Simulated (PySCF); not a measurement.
# C₄H₄F₂O: fields and orbitals, part 3 of 3

For C₄H₄F₂O, the scripts below compute its lowest excited states, pull one bond apart with RHF, UHF and CASSCF and localise its valence orbitals.

PySCF 2.14.0; Gaussian basis, gas phase. Earlier steps stand in the parts before.

## 6. Localised orbitals (BP86/def2-svp)

Contents of input.py:

```python
import numpy as np
from pyscf import gto, scf, dft, lo
from pyscf.data.elements import chemcore

def solve(mol, dm0=None, hcore=None):
    mf = (dft.UKS if mol.spin else dft.RKS)(mol, xc='bp86')
    mf.grids.level = 3
    mf = mf.density_fit(auxbasis='def2-universal-jkfit')
    mf.conv_tol, mf.max_cycle = 1e-8, 80
    if hcore is not None:
        mf.get_hcore = lambda *args: hcore
    mf.kernel(dm0)
    if not mf.converged:
        mf = mf.newton().run(mf.mo_coeff, mf.mo_occ, max_cycle=30)
    assert mf.converged, 'SCF not converged'
    return mf

mol = gto.M(atom='''
O     -1.59759    -1.01255     0.62890
C     -1.22770    -0.04066     0.06633
F     -2.10920     0.96760    -0.18894
C      0.10823     0.28960    -0.43657
C      1.00105    -0.85352    -0.89035
C      1.29258    -0.17434     0.38945
F      2.35164     0.66532     0.45252
H      0.19589     1.24232    -0.94100
H      1.64927    -0.65754    -1.72999
H      0.58590    -1.84849    -0.84858
H      1.12282    -0.65861     1.34294
''', basis='def2-svp', charge=0, spin=0, verbose=4)
mf = solve(mol)
occ_all = mf.mo_coeff[:, mf.mo_occ > 0]
occ = occ_all[:, chemcore(mol):]
pm = lo.PM(mol, occ, pop_method='meta_lowdin')
loc = pm.kernel()
for _ in range(5):
    new, stable = pm.stability_jacobi(return_status=True)
    if stable:
        break
    loc = pm.kernel(new)
fock, s = mf.get_fock(), mf.get_ovlp()
ortho = lo.orth_ao(mol, 'meta_lowdin')
labels = mol.ao_labels(fmt=None)
vir = loc[:, :0]
both = np.hstack([loc, vir])
p = (ortho.T @ s @ both) ** 2
pop = np.array([p[[l[0] == a for l in labels]].sum(0) for a in range(mol.natm)])
spd = np.array([[p[[l[0] == a and l[2][-1] == k for l in labels]].sum(0) for k in 'spd'] for a in range(mol.natm)])
eps = np.einsum('pi,pq,qi->i', both, fock, both)
for i in np.argsort(eps):
    top = np.argsort(-pop[:, i])[:3]
    print('%3d %s %9.4f Eh ' % (i + 1, 'occ' if i < loc.shape[1] else 'vir', eps[i]), '  '.join('%s%d %.3f' % (mol.atom_symbol(a), a + 1, pop[a, i]) for a in top))
np.savez('result.npz', c=both, nocc=loc.shape[1], pop=pop, spd=spd, eps=eps, e=mf.e_tot)
```

Command:

```sh
> OMP_NUM_THREADS=1 python input.py
```

Output:

```text
[ENV] PYSCF_TMPDIR <dir>
[ENV] PYSCF_MAX_MEMORY 1375
[INPUT] verbose = 4
[INPUT] num. atoms = 11
[INPUT] num. electrons = 54
[INPUT] charge = 0
[INPUT] spin (= nelec alpha-beta = 2S) = 0
[INPUT] symmetry False subgroup None
[INPUT] Mole.unit = angstrom
[INPUT] Symbol           X                Y                Z      unit          X                Y                Z       unit  Magmom
[INPUT]  1 O     -1.597590000000  -1.012550000000   0.628900000000 AA   -3.019007559344  -1.913442187428   1.188448759739 Bohr   0.0
[INPUT]  2 C     -1.227700000000  -0.040660000000   0.066330000000 AA   -2.320016763129  -0.076836264225   0.125345533842 Bohr   0.0
[INPUT]  3 F     -2.109200000000   0.967600000000  -0.188940000000 AA   -3.985810341933   1.828498998129  -0.357044853975 Bohr   0.0
[INPUT]  4 C      0.108230000000   0.289600000000  -0.436570000000 AA    0.204525058462   0.547264685674  -0.824997734201 Bohr   0.0
[INPUT]  5 C      1.001050000000  -0.853520000000  -0.890350000000 AA    1.891710336996  -1.612919041839  -1.682517655007 Bohr   0.0
[INPUT]  6 C      1.292580000000  -0.174340000000   0.389450000000 AA    2.442622194090  -0.329454852557   0.735953839212 Bohr   0.0
[INPUT]  7 F      2.351640000000   0.665320000000   0.452520000000 AA    4.443955543572   1.257272585196   0.855138865888 Bohr   0.0
[INPUT]  8 H      0.195890000000   1.242320000000  -0.941000000000 AA    0.370178450541   2.347644559070  -1.778232283216 Bohr   0.0
[INPUT]  9 H      1.649270000000  -0.657540000000  -1.729990000000 AA    3.116668605461  -1.242570515947  -3.269207298236 Bohr   0.0
[INPUT] 10 H      0.585900000000  -1.848490000000  -0.848580000000 AA    1.107190536383  -3.493139843997  -1.603583794783 Bohr   0.0
[INPUT] 11 H      1.122820000000  -0.658610000000   1.342940000000 AA    2.121822287184  -1.244592522900   2.537788801723 Bohr   0.0

nuclear repulsion = 299.007749568999
number of shells = 54
number of NR pGTOs = 196
number of NR cGTOs = 118
basis = def2-svp
ecp = {}

******** <class 'pyscf.df.df_jk.DFRKS'> ********
method = DFRKS
initial guess = minao
damping factor = 0
level_shift factor = 0
DIIS = <class 'pyscf.scf.diis.CDIIS'>
diis_start_cycle = 1
diis_space = 8
diis_damp = 0
SCF conv_tol = 1e-08
SCF conv_tol_grad = None
SCF max_cycles = 80
direct_scf = False
XC library pyscf.dft.libxc version 7.0.0
    S. Lehtola, C. Steigemann, M. J.T. Oliveira, and M. A.L. Marques.,  SoftwareX 7, 1–5 (2018)
XC functionals = bp86
    A. D. Becke.,  Phys. Rev. A 38, 3098 (1988)
    J. P. Perdew.,  Phys. Rev. B 33, 8822 (1986)
radial grids:
    Treutler-Ahlrichs [JCP 102, 346 (1995); DOI:10.1063/1.469408] (M4) radial grids

becke partition: Becke, JCP 88, 2547 (1988); DOI:10.1063/1.454033
pruning grids: <function nwchem_prune at 0x7a4a47d79ee0>
grids dens level: 3
symmetrized grids: False
atomic radii adjust function: <function treutler_atomic_radii_adjust at 0x7a4a47d7a3e0>
small_rho_cutoff = 0
Set gradient conv threshold to 0.0001
Initial guess from minao.
tot grids = 138312
init E= -430.285207460415
  HOMO = -0.332356533726695  LUMO = -0.0985122545059345  gap/eV = 6.36323
cycle= 1 E= -429.192732328941  delta_E= 1.09  |g|= 1.04  |ddm|= 3.69
  HOMO = -0.123842877728091  LUMO = 0.00241849746909928  gap/eV = 3.43575
cycle= 2 E= -428.130570139668  delta_E= 1.06  |g|=  2.5  |ddm|= 3.37
  HOMO = -0.244921394163021  LUMO = -0.0440474138841789  gap/eV = 5.46606
cycle= 3 E= -429.335099282723  delta_E= -1.2  |g|= 0.534  |ddm|= 2.56
  HOMO = -0.263224850889759  LUMO = -0.05213715094987  gap/eV = 5.74399
cycle= 4 E= -429.38776741183  delta_E= -0.0527  |g|= 0.147  |ddm|= 0.647
  HOMO = -0.273462054048534  LUMO = -0.0660674584846337  gap/eV = 5.64349
cycle= 5 E= -429.390662780907  delta_E= -0.0029  |g|= 0.0635  |ddm|= 0.171
  HOMO = -0.268293448153463  LUMO = -0.0604804454604859  gap/eV = 5.65488
cycle= 6 E= -429.391559061602  delta_E= -0.000896  |g|= 0.014  |ddm|= 0.0736
  HOMO = -0.267736715323724  LUMO = -0.0595356785481815  gap/eV = 5.66544
cycle= 7 E= -429.391600611095  delta_E= -4.15e-05  |g|= 0.00414  |ddm|= 0.0177
  HOMO = -0.268177024895932  LUMO = -0.0599039889166786  gap/eV = 5.66740
cycle= 8 E= -429.391604338145  delta_E= -3.73e-06  |g|= 0.000737  |ddm|= 0.0048
  HOMO = -0.26820081298523  LUMO = -0.0599250345898752  gap/eV = 5.66747
cycle= 9 E= -429.391604442831  delta_E= -1.05e-07  |g|= 0.000382  |ddm|= 0.00118
  HOMO = -0.268190474214942  LUMO = -0.0599025008119551  gap/eV = 5.66780
cycle= 10 E= -429.391604495346  delta_E= -5.25e-08  |g|= 5.34e-05  |ddm|= 0.000484
  HOMO = -0.268192770224192  LUMO = -0.0599049538231253  gap/eV = 5.66780
cycle= 11 E= -429.391604495967  delta_E= -6.21e-10  |g|= 1.73e-05  |ddm|= 9.14e-05
  HOMO = -0.268189727787962  LUMO = -0.0599038412751032  gap/eV = 5.66775
Extra cycle  E= -429.391604495771  delta_E= 1.96e-10  |g|= 3.62e-05  |ddm|= 5.39e-05
converged SCF energy = -429.391604495771

******** <class 'pyscf.lo.pipek.PipekMezey'> ********
conv_tol = 1e-06
conv_tol_grad = None
max_cycle = 100
max_stepsize = 0.05
max_iters = 20
kf_interval = 5
kf_trust_region = 5
ah_start_tol = 1000000000.0
ah_start_cycle = 1
ah_level_shift = 0
ah_conv_tol = 1e-12
ah_lindep = 1e-14
ah_max_cycle = 40
ah_trust_region = 3
init_guess = atomic
algorithm = ciah
pop_method = meta_lowdin
exponent = 2
Set conv_tol_grad to 0.000316228
Init f(x)= 12.204170027315  |g|= 1.01229
macro= 1  f(x)= 13.042202687468  delta_f= 0.838033  |g|= 0.858434  4 KF 20 Hx
macro= 2  f(x)= 13.300806101216  delta_f= 0.258603  |g|= 0.703992  3 KF 20 Hx
macro= 3  f(x)= 13.539415701775  delta_f= 0.23861  |g|= 0.440879  4 KF 21 Hx
macro= 4  f(x)= 13.593886635807  delta_f= 0.0544709  |g|= 0.0872212  4 KF 24 Hx
macro= 5  f(x)= 13.596567397739  delta_f= 0.00268076  |g|= 0.00391502  4 KF 13 Hx
macro= 6  f(x)= 13.596607902926  delta_f= 4.05052e-05  |g|= 0.000178644  2 KF 5 Hx
macro= 7  f(x)= 13.596607902929  delta_f= 3.71614e-12  |g|= 1.37046e-05  1 KF 1 Hx
macro X = 7  f(x)= 13.596607902929  |g|= 1.37046e-05  14 intor 22 KF 104 Hx
PipekMezey is stable in the Jacobi stability analysis
  3 occ   -0.8899 Eh  O1 0.600  C2 0.398  C4 0.001
  1 occ   -0.8107 Eh  F3 0.701  C2 0.293  O1 0.003
  2 occ   -0.8104 Eh  F7 0.682  C6 0.315  C2 0.001
  7 occ   -0.7999 Eh  F3 0.997  C2 0.002  C4 0.000
  9 occ   -0.7905 Eh  F7 0.997  C6 0.002  H11 0.000
  5 occ   -0.5878 Eh  C2 0.506  C4 0.487  C6 0.002
 11 occ   -0.5081 Eh  O1 0.993  C2 0.005  C4 0.001
 19 occ   -0.4980 Eh  C4 0.496  C6 0.461  C2 0.024
 18 occ   -0.4970 Eh  C6 0.498  C5 0.492  C4 0.006
  6 occ   -0.4967 Eh  C6 0.566  H11 0.428  C5 0.001
  8 occ   -0.4818 Eh  C4 0.563  H8 0.424  C2 0.004
  4 occ   -0.4801 Eh  C4 0.496  C5 0.460  C2 0.021
 14 occ   -0.4745 Eh  C5 0.560  H9 0.429  C6 0.004
 17 occ   -0.4724 Eh  C5 0.562  H10 0.428  C6 0.004
 10 occ   -0.3900 Eh  F3 0.930  C2 0.052  O1 0.015
 16 occ   -0.3747 Eh  O1 0.671  C2 0.323  C6 0.002
 12 occ   -0.3705 Eh  F3 0.980  C2 0.012  C4 0.004
 13 occ   -0.3677 Eh  F7 0.969  C6 0.015  C4 0.008
 15 occ   -0.3666 Eh  F7 0.978  C6 0.011  C5 0.006
 20 occ   -0.3030 Eh  O1 0.883  C2 0.089  F3 0.013
```

It took 12 s on 1 thread of AMD EPYC 9R45 (Zen 5), shared host; peak memory 0.47 GiB.

## 7. What the saved matrices give

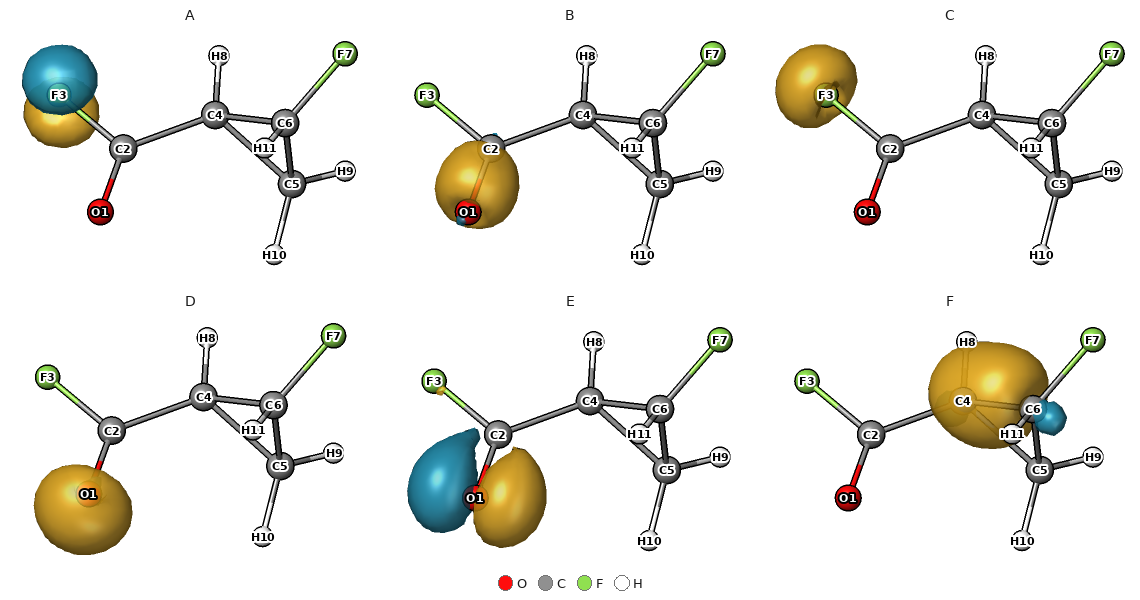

Pipek–Mezey orbitals, occupied; each surface holds about 70 % of the orbital's density. Energies are diagonal elements of the Fock matrix.

Identify each orbital.

By panel:
- A: lone pair on F3 (p-type) (F3 93 %, C2 5 %; −10.6 eV)
- B: σ bond O1–C2 (O1 60 %, C2 40 %; −24.2 eV)
- C: lone pair on F3 (sp0.4-type) (F3 100 %; −21.8 eV)
- D: lone pair on O1 (sp0.7-type) (O1 99 %; −13.8 eV)
- E: lone pair on O1 (p-type) (O1 88 %, C2 9 %; −8.2 eV)
- F: σ bond C4–C6 (C4 50 %, C6 46 %; −13.6 eV)

How do all the valence pairs divide up?

20 pairs: 11 σ bonds, 8 lone pairs and 1 two-centre π bond.

Pipek–Mezey orbitals, occupied:

- σ bond O1–C2 (O1 60 %, C2 40 %; −24.2 eV)
- σ bond F3–C2 (F3 70 %, C2 29 %; −22.1 eV)
- σ bond F7–C6 (F7 68 %, C6 32 %; −22.1 eV)
- lone pair on F3 (sp0.4-type) (F3 100 %; −21.8 eV)
- lone pair on F7 (sp0.4-type) (F7 100 %; −21.5 eV)
- σ bond C2–C4 (C2 51 %, C4 49 %; −16.0 eV)
- lone pair on O1 (sp0.7-type) (O1 99 %; −13.8 eV)
- σ bond C4–C6 (C4 50 %, C6 46 %; −13.6 eV)
- σ bond C6–C5 (C6 50 %, C5 49 %; −13.5 eV)
- σ bond C6–H11 (C6 57 %, H11 43 %; −13.5 eV)
- σ bond C4–H8 (C4 56 %, H8 42 %; −13.1 eV)
- σ bond C4–C5 (C4 50 %, C5 46 %; −13.1 eV)
- σ bond C5–H9 (C5 56 %, H9 43 %; −12.9 eV)
- σ bond C5–H10 (C5 56 %, H10 43 %; −12.9 eV)
- lone pair on F3 (p-type) (F3 93 %, C2 5 %; −10.6 eV)
- π bond O1–C2 (O1 67 %, C2 32 %; −10.2 eV)
- lone pair on F3 (p-type) (F3 98 %; −10.1 eV)
- lone pair on F7 (p-type) (F7 97 %; −10.0 eV)
- lone pair on F7 (p-type) (F7 98 %; −10.0 eV)
- lone pair on O1 (p-type) (O1 88 %, C2 9 %; −8.2 eV)

## 8. Results

This closing draws on all 3 parts.

```
                                                quantity           value
                 lowest singlet excitation (HF/def2-svp)         7.03 eV
   cost of the stretch to 3.0 Å, CASSCF and RHF (6-31g*)  4.6 and 7.9 eV
localised occupied orbitals above −45 eV (BP86/def2-svp)              20
```

RHF rises too steeply at long distance, since it keeps both electrons in one orbital and so mixes in ionic fragments. All values hold at the given geometry, in the gas phase.
